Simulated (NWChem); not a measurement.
# HS− (hydrosulfide): PBE/cc-pVDZ

Wanted: a structure relaxation of HS− (hydrosulfide). 

The results are computed with NWChem 7.3.0.

2 further runs of the same task are left out: 1 that didn't finish, 1 set aside as unsound or not needed.

## 1. The system as given

HS− has 2 atoms, charge -1, and is taken as a singlet. SMILES: `[SH-]`. The coordinates come from a PBE0-D4/def2-TZVPD relaxation. The run starts from this shape.

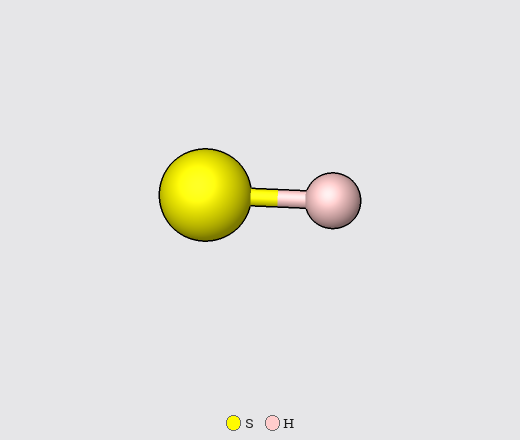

Viewed from a chosen angle; sulfur yellow, hydrogen pink.

## 2. A geometry optimisation at PBE/cc-pVDZ

File work.nw:

```
start work
memory 2200 mb
charge -1

geometry
   S      0.574700    -0.187900     0.295500
   H     -0.574700     0.187900    -0.295500
end

basis spherical bse
   * library cc-pVDZ
end

dft
   xc xpbe96 cpbe96
   mult 1
   grid lebedev 75 11
   convergence energy 1e-08
   maxiter 100
   mulliken
   noprint "final vectors analysis"
end

driver
   tight
   maxiter 40
end

task dft optimize
task dft frequencies
```

Run with:

```bash
nwchem work.nw > work.out
```

What it wrote:

```text
[...]
 Group name             C4v
[...]
          Wavefunction type:  closed shell.
          No. of atoms     :     2
          No. of electrons :    18
[...]
          Charge           :    -1
          Spin multiplicity:     1
[...]
          AO basis - number of functions:    23
[...]
              XC Information
              --------------
          PerdewBurkeErnzerhof Exchange Functional  1.000
            Perdew 1991 LDA Correlation Functional  1.000 local
           PerdewBurkeErnz. Correlation Functional  1.000 non-local
[...]
 d= 0,ls=0.0,diis     1   -398.4466098626 -4.05D+02  8.38D-02  1.54D+00     0.4
[...]
         Total DFT energy =     -398.621301231968
[...]
  wavefunction    = closed shell
[...]
@    0    -398.62130123  0.0D+00  0.01486  0.01486  0.00000  0.00000      1.6
[...]
         Total DFT energy =     -398.621691513472
[...]
@    1    -398.62172491 -4.2D-04  0.00057  0.00057  0.01625  0.02814      3.5
[...]
@    2    -398.62172560 -6.9D-07  0.00004  0.00004  0.00065  0.00113      4.3
[...]
         Total DFT energy =   -398.621725613358
[...]
@    3    -398.62172561 -8.7D-09  0.00000  0.00000  0.00005  0.00010      5.0
[...]
         Total DFT energy =     -398.621725613392
[...]
         Total DFT energy =   -398.621725613392
[...]
                         DFT ENERGY GRADIENTS
    atom               coordinates                        gradient
                 x          y          z           x          y          z
   1 S       0.000000   0.000000   0.178985    0.000000   0.000000  -0.000000
   2 H       0.000000   0.000000  -2.423257    0.000000   0.000000   0.000000
[...]
@    4    -398.62172561 -3.3D-11  0.00000  0.00000  0.00000  0.00000      5.7
[...]
      Optimization converged
[...]
@    4    -398.62172561 -3.3D-11  0.00000  0.00000  0.00000  0.00000      5.7
[...]
 d= 0,ls=0.0,diis     2   -398.6217216889 -4.83D-11  7.15D-07  1.48D-10     6.1
         Total DFT energy =     -398.621721688905
      One electron energy =     -568.560101942990
           Coulomb energy =      189.892432563249
    Exchange-Corr. energy =      -26.102596833411
 Nuclear repulsion energy =        6.148544524245
[...]
      Total Density - Mulliken Population Analysis
     ---------------------------------------------
    Atom       Charge   Shell Charges
 -----------   ------   -------------------------------------------------------
    1 S   16    16.94   2.00  2.03  0.86  1.02  6.01  2.26  2.75  0.02
    2 H    1     1.06   0.70  0.33  0.03
[...]
 Zero-Point correction to Energy  =    3.583 kcal/mol  (  0.005711 au)
 Thermal correction to Energy     =    5.064 kcal/mol  (  0.008070 au)
 Thermal correction to Enthalpy   =    5.656 kcal/mol  (  0.009014 au)
 Total Entropy                    =   44.590 cal/mol-K
   - Translational                =   36.395 cal/mol-K (mol. weight =  32.9799)
   - Rotational                   =    8.195 cal/mol-K (symmetry #  =        1)
   - Vibrational                  =    0.000 cal/mol-K
 Cv (constant volume heat capacity) =    4.967 cal/mol-K
   - Translational                  =    2.979 cal/mol-K
   - Rotational                     =    1.986 cal/mol-K
   - Vibrational                    =    0.002 cal/mol-K
[...]
 Normal Eigenvalue ||           Projected Infra Red Intensities
  Mode   [cm**-1]  || [atomic units] [(debye/angs)**2] [(KM/mol)] [arbitrary]
 ------ ---------- || -------------- ----------------- ---------- -----------
    1       -0.000 ||    0.030320           0.700        29.558       6.203
    2        0.000 ||    0.033218           0.766        32.382       6.796
    3        0.000 ||    0.033218           0.766        32.382       6.796
    4        0.000 ||    0.000926           0.021         0.903       0.189
    5        0.000 ||    0.000926           0.021         0.903       0.189
    6     2507.823 ||    0.194675           4.491       189.779      39.827
 ----------------------------------------------------------------------------
[...]
```

Wall time 12 s (1 thread of Intel Xeon Platinum 8488C (Sapphire Rapids), shared host); peak memory 0.12 GiB.

Step by step:

```csv
step,energy from the first frame kept (eV)
0,0.0000
1,-0.0115
2,-0.0115
3,-0.0115
4,-0.0115
```

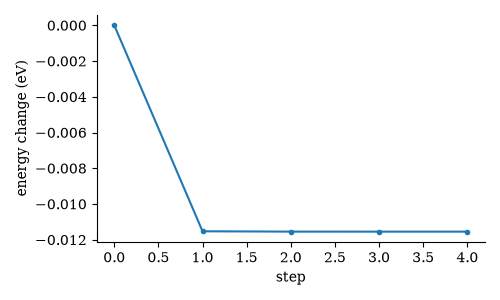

Energy along the run.

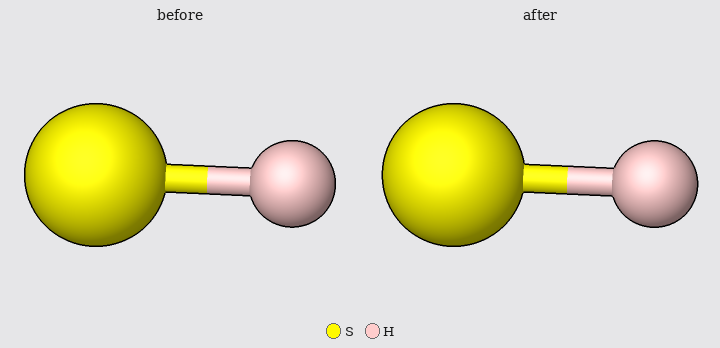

Before and after, at one scale.

After the run. Bond lengths: S1–H2 1.377 Å.

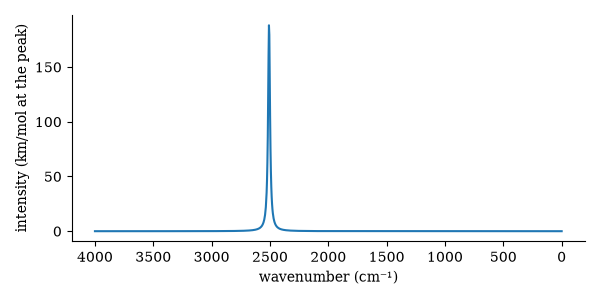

Harmonic infrared spectrum, unscaled, lines broadened by 10 cm⁻¹.

## 3. What came out

Level: PBE/cc-pVDZ.

| quantity | value |
| --- | --- |
| total energy at the end | -398.62172 Eh |
| bond length | 1.377 Å |
| harmonic wavenumber | 2508 cm⁻¹ |
| zero-point energy | 15.0 kJ/mol |
| ideal-gas entropy at 298.15 K (symmetry number 1 as used) | 44.6 cal/(mol K) |

What this shows: At the final geometry: Bond lengths: S1–H2 1.377 Å. The one mode is real, so the shape is a minimum at this level. The optimisation took 5 steps and changed the energy by -0.012 eV.
